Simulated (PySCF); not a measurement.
**RuOOH: relaxation and vibrations of the quartet**

The task is one start of a wider search on RuOOH: the quartet, from a bent start. It is relaxed, tested by its Hessian and followed downhill if it is a saddle.

The runs use PySCF 2.14.0; PBE0, basis Ru def2-TZVP with ECP28, O def2-TZVP, H def2-TZVP, scalar-relativistic core potentials, no spin–orbit coupling, density fitting.

### Step 1. The starting structure

4 atoms, charge 0, spin multiplicity 4.

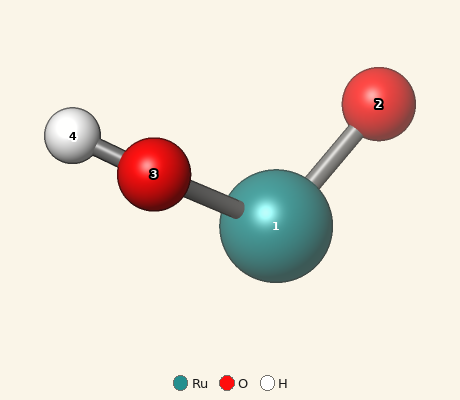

As it starts; ruthenium teal, oxygen red, hydrogen white; atoms are numbered from 1 in the order of the file.

Z-matrix (Å, degrees; charge 0 multiplicity 4):
```
Ru
O  1 1.7100
O  1 1.8800 2 110.00
H  3 0.9600 1 130.00 2 90.00
```

### Step 2. The SCF at the typed geometry

The steps below are one call of a driver around PySCF. For each, scf.py gives the equivalent set-up of the SCF; relaxations use the driver's own optimiser. After this first run the driver tries any further starts and a stability analysis.

The input, scf.py:

```python
from pyscf import gto, scf, dft
mol = gto.M(atom='''
Ru     0.000000     0.000000     0.000000
O      1.400700     0.000000     0.980800
O     -1.540000     0.000000     1.078300
H     -2.045500     0.735400     1.432300''',
    basis={'Ru': 'def2-TZVP', 'O': 'def2-TZVP', 'H': 'def2-TZVP'},
    ecp={'Ru': 'def2-TZVP'},
    charge=0, spin=3)
mf = dft.UKS(mol, xc='PBE0')
mf.grids.atom_grid = (50, 194)
aux = {'Ru': 'def2-universal-JKFIT', 'O': 'def2-universal-JKFIT', 'H': 'def2-universal-JKFIT'}
mf = mf.density_fit(auxbasis=aux)
mf.conv_tol = 1e-08
mf.diis_space = 10
mf.max_cycle = 60
mf.init_guess = 'minao'
mf.verbose = 4
mf.kernel()
```

On the command line:

```bash
> OMP_NUM_THREADS=4 python axn.py task.json out
```

Log:

```text
init E= -237.931869780907
[... the frontier-level lines of each cycle are left out ...]
cycle= 1 E= -245.508204134372  delta_E= -7.58  |g|= 0.803  |ddm|= 2.97
cycle= 2 E= -244.670861110799  delta_E= 0.837  |g|= 1.55  |ddm|= 1.95
cycle= 3 E= -245.651160193274  delta_E= -0.98  |g|= 0.614  |ddm|=  1.7
cycle= 4 E= -245.77544641063  delta_E= -0.124  |g|= 0.19  |ddm|= 0.317
cycle= 5 E= -245.788953892053  delta_E= -0.0135  |g|= 0.0861  |ddm|= 0.173
cycle= 6 E= -245.79121200446  delta_E= -0.00226  |g|= 0.0372  |ddm|= 0.0614
cycle= 7 E= -245.791818270111  delta_E= -0.000606  |g|= 0.0135  |ddm|= 0.0281
cycle= 8 E= -245.791954045667  delta_E= -0.000136  |g|= 0.00502  |ddm|= 0.0198
cycle= 9 E= -245.791992657537  delta_E= -3.86e-05  |g|= 0.0016  |ddm|= 0.0141
cycle= 10 E= -245.792000993187  delta_E= -8.34e-06  |g|= 0.00074  |ddm|= 0.00585
cycle= 11 E= -245.792005226268  delta_E= -4.23e-06  |g|= 0.000498  |ddm|= 0.0044
cycle= 12 E= -245.79200749545  delta_E= -2.27e-06  |g|= 0.000426  |ddm|= 0.00291
cycle= 13 E= -245.792009992811  delta_E= -2.5e-06  |g|= 0.000342  |ddm|= 0.00363
cycle= 14 E= -245.79201278497  delta_E= -2.79e-06  |g|= 0.000284  |ddm|= 0.00472
cycle= 15 E= -245.79201569054  delta_E= -2.91e-06  |g|= 0.000248  |ddm|= 0.00624
cycle= 16 E= -245.792018487122  delta_E= -2.8e-06  |g|= 0.000122  |ddm|= 0.0107
cycle= 17 E= -245.792018835855  delta_E= -3.49e-07  |g|= 4.34e-05  |ddm|= 0.00406
cycle= 18 E= -245.792018855446  delta_E= -1.96e-08  |g|= 2.71e-05  |ddm|= 0.000796
cycle= 19 E= -245.792018858942  delta_E= -3.5e-09  |g|= 1.51e-05  |ddm|= 0.000244
Extra cycle  E= -245.792018859873  delta_E= -9.31e-10  |g|= 1.5e-05  |ddm|= 5.62e-05
converged SCF energy = -245.792018859873  <S^2> = 3.7617694  2S+1 = 4.0058804
```

This step, with its further starts and checks, took 18 s on 4 threads of Arm Neoverse N1, shared host.

Energies from each starting density:

```
                      start  energy (Eh)
    the minimal-basis guess  -245.792019
a thermally smeared density  -245.792019
      a smeared PBE density  -245.792019
```

The test of internal stability and the other starts found no lower solution of this spin.

### Step 3. Relaxation: bent start, quartet

The program finds C1 symmetry in the start. Threshold on the gradient: 0.0003 Eh/bohr, with a further test on the energy change.

scf.py: that of step 2 with these lines changed.

```diff
@@ -3,4 +3,4 @@
-Ru     0.000000     0.000000     0.000000
-O      1.400700     0.000000     0.980800
-O     -1.540000     0.000000     1.078300
-H     -2.045500     0.735400     1.432300''',
+Ru     0.031798    -0.005494    -0.254842
+O      1.432498    -0.005494     0.725958
+O     -1.508202    -0.005494     0.823458
+H     -2.013702     0.729906     1.177458''',
@@ -17 +16,0 @@
-mf.init_guess = 'minao'
```

The optimiser's trace:

```csv
step,energy (Eh),change (kJ/mol),largest gradient (Eh/bohr)
0,-245.792019,0.00,0.04285
1,-245.798502,-17.02,0.01159
2,-245.801895,-25.93,0.00365
3,-245.802020,-26.26,0.00889
4,-245.802081,-26.42,0.00589
5,-245.802169,-26.65,0.00174
6,-245.802176,-26.67,0.00055
7,-245.802177,-26.67,0.00014
```

The walk took 25 s.

Geometry (Å) and forces (eV/Å) at some steps:

```
step 0
Ru   0.032  -0.005  -0.255   0.985   0.246   2.203
O    1.433  -0.005   0.726  -1.096   0.026  -1.468
O   -1.508  -0.005   0.823  -0.267  -0.621  -0.544
H   -2.014   0.730   1.177   0.378   0.348  -0.192
step 1
Ru   0.039  -0.018  -0.189  -0.568   0.220   0.506
O    1.443   0.016   0.699   0.596  -0.017  -0.085
O   -1.575  -0.032   0.761  -0.569   0.175   0.058
H   -1.964   0.747   1.201   0.541  -0.378  -0.479
step 4
Ru   0.025   0.036  -0.055   0.186  -0.043   0.017
O    1.556  -0.015   0.619  -0.167   0.021  -0.047
O   -1.654  -0.060   0.763   0.121  -0.281  -0.154
H   -1.984   0.752   1.145  -0.141   0.303   0.184
step 7
Ru   0.026   0.023  -0.067   0.004  -0.003   0.005
O    1.544  -0.005   0.628  -0.003   0.000  -0.003
O   -1.655  -0.058   0.751   0.004   0.007  -0.004
H   -1.974   0.754   1.159  -0.004  -0.004   0.003
```

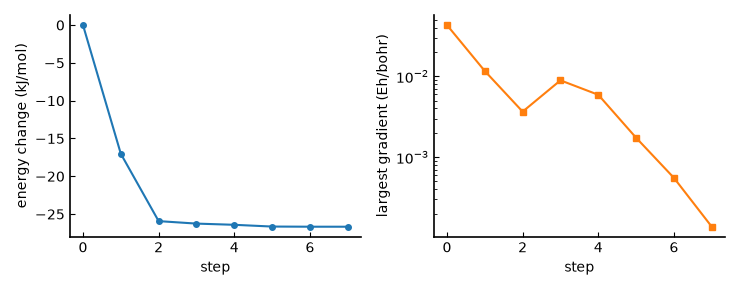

How energy and gradient fall.

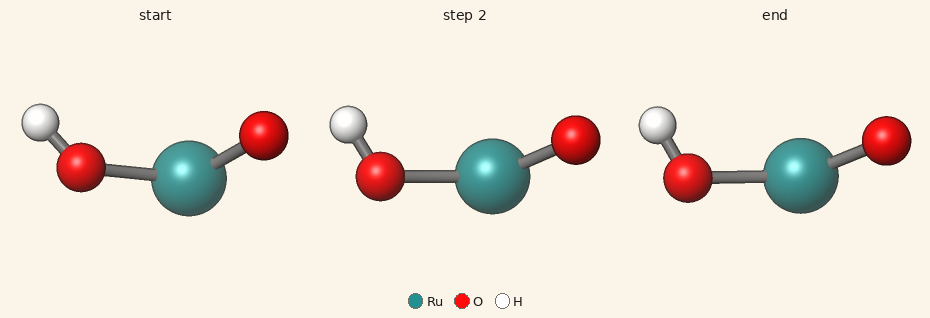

Start and end of the relaxation, with a step between.

End point (C1, 7 steps, 26.7 kJ/mol gained): O–H 0.963 Å, Ru–O 1.670 Å, Ru–O 1.871 Å; H–O–Ru 116.5°, O–Ru–O 129.3°.

### Step 4. Hessian and properties

The point is checked on the finer grid, and tightened if its gradient asks for it. The Hessian and the dipole derivatives come from central differences of analytic gradients, with steps of 0.02 bohr.

scf.py: that of step 3 with these lines changed.

```diff
@@ -3,4 +3,4 @@
-Ru     0.031798    -0.005494    -0.254842
-O      1.432498    -0.005494     0.725958
-O     -1.508202    -0.005494     0.823458
-H     -2.013702     0.729906     1.177458''',
+Ru     0.034820     0.006464    -0.187925
+O      1.553665    -0.020327     0.505950
+O     -1.646573    -0.072047     0.628808
+H     -1.967267     0.738597     1.037989''',
@@ -11 +11 @@
-mf.grids.atom_grid = (50, 194)
+mf.grids.atom_grid = (75, 302)
@@ -14 +14 @@
-mf.conv_tol = 1e-08
+mf.conv_tol = 1e-10
```

This SCF starts from the last density.

Log of the central SCF (cycles and frontier levels):

```text
init E= -245.802159529878
[... the frontier-level lines of each cycle are left out ...]
cycle= 1 E= -245.802159529615  delta_E= 2.63e-10  |g|= 2.79e-05  |ddm|= 1.57e-05
cycle= 2 E= -245.802159525932  delta_E= 3.68e-09  |g|= 0.000104  |ddm|= 5.8e-05
cycle= 3 E= -245.8021595299  delta_E= -3.97e-09  |g|= 3.8e-07  |ddm|= 4.57e-05
cycle= 4 E= -245.802159529901  delta_E= -6.82e-13  |g|= 3.51e-07  |ddm|= 8.24e-07
Extra cycle  E= -245.802159529902  delta_E= -1.14e-12  |g|= 4.3e-07  |ddm|= 1.41e-06
converged SCF energy = -245.802159529902  <S^2> = 3.7605903  2S+1 = 4.0052916
```

The whole step took 2 min.

Geometry: C1; O–H 0.963 Å, Ru–O 1.670 Å, Ru–O 1.871 Å; H–O–Ru 116.7°, O–Ru–O 129.4°.

Modes, for the most abundant isotopes:

```csv
symmetry,ω (cm⁻¹),IR (km/mol),μ (u)
a,180,14.6,12.75
a,379,93.9,1.14
a,678,117,12.45
a,796,90.1,1.09
a,993,147,18.03
a,3834,90.2,1.07
```

μ is the mass of the mode for normalised Cartesian displacements, not the reduced mass of the usual diatomic formula.

All wavenumbers are real: a minimum.

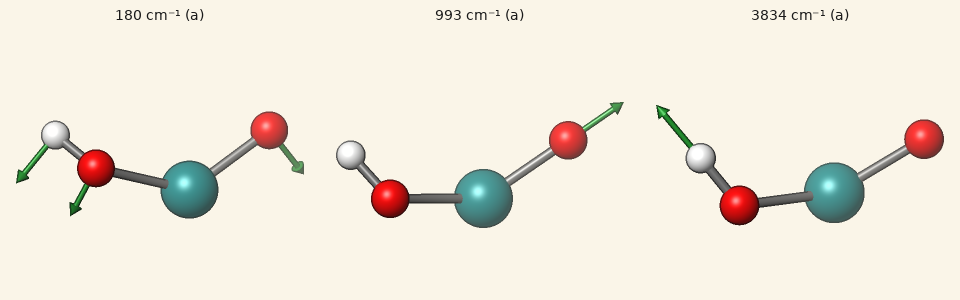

Displacements of 3 of the modes, as arrows (one member where a mode is degenerate).

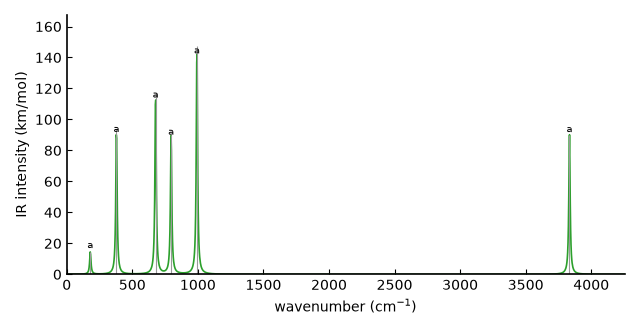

The harmonic infrared spectrum (widths in cm⁻¹). Lines are broadened to a width of 12 cm⁻¹ (Lorentzian).

Properties at this point:

- Dipole moment: 2.41 D
- Highest occupied level: -6.86 eV
- Lowest empty level: -3.27 eV
- Rotational constants: 1.115, 0.1932, 0.1667 cm⁻¹
- Zero-point energy: 41.0 kJ/mol
- Principal polarisabilities: 33.3, 38.6, 53.5 bohr³
- Atomisation energy without zero-point energy: 1233 kJ/mol
- Principal traceless quadrupole moments about the centre of mass: -8.18, 0.27, 7.92 D Å
- Entropy at 298.15 K and 1 bar (electronic part: spin only): 295.9 J/(mol K)
- Heat capacity Cp at 298.15 K: 55.4 J/(mol K)
- Enthalpy at 298.15 K above 0 K: 12.97 kJ/mol
- Rotational symmetry number: 1
- Spin squared ⟨S²⟩: 3.761

Populations by atom (charges in e):

```json
{"atom": "Ru1", "Mulliken": "0.96", "Löwdin": "0.50", "polar tensor": "1.22", "spin (Mulliken)": "2.50", "Mayer order to Ru1": "–"}
{"atom": "O2", "Mulliken": "-0.57", "Löwdin": "-0.30", "polar tensor": "-0.70", "spin (Mulliken)": "0.48", "Mayer order to Ru1": "1.91"}
{"atom": "O3", "Mulliken": "-0.73", "Löwdin": "-0.36", "polar tensor": "-0.78", "spin (Mulliken)": "0.02", "Mayer order to Ru1": "0.87"}
{"atom": "H4", "Mulliken": "0.34", "Löwdin": "0.16", "polar tensor": "0.26", "spin (Mulliken)": "0.01", "Mayer order to Ru1": "0.01"}
```

Outer orbital energies (eV). α occupied: -12.15, -11.68, -10.70, -9.76, -8.52, -8.31, -7.11, -6.86; empty: -2.65, -0.78, -0.04, 0.61. β occupied: -25.50, -14.23, -11.56, -11.12, -9.92, -9.80, -9.21, -7.29; empty: -3.27, -3.05, -2.34, -1.74.

Mulliken populations on Ru1 (outside its core potential): s 2.47, p 6.21, d 6.34, f 0.02.

### Step 5. What came out

| quantity | value |
| --- | --- |
| minimum | quartet, C1 |
| geometry | O–H 0.963 Å, Ru–O 1.670 Å, Ru–O 1.871 Å; H–O–Ru 116.7°, O–Ru–O 129.4° |
| wavenumbers (cm⁻¹) | 180 (a), 379 (a), 678 (a), 796 (a), 993 (a), 3834 (a) |
| dipole moment | 2.41 D |
| highest occupied, lowest empty level (either spin) | -6.86, -3.27 eV |
| polar-tensor charge of Ru1 | +1.22 e |
| zero-point energy | 41.0 kJ/mol |
| entropy at 298.15 K | 295.9 J/(mol K) |
| atomisation energy (no zero-point energy) | 1233 kJ/mol |
| ⟨S²⟩ | 3.761 |

What this shows: The bent start ends in a minimum without symmetry. The strongest infrared band lies at 993 cm⁻¹ (a). Most of the spin sits on Ru1 (Mulliken spin 2.50, against 3 for the whole molecule). Only this shape and spin were tried, so other structures or states may lie lower. One determinant may miss the lowest occupation of an open d or f shell.

The search up to here took 2.7 min.
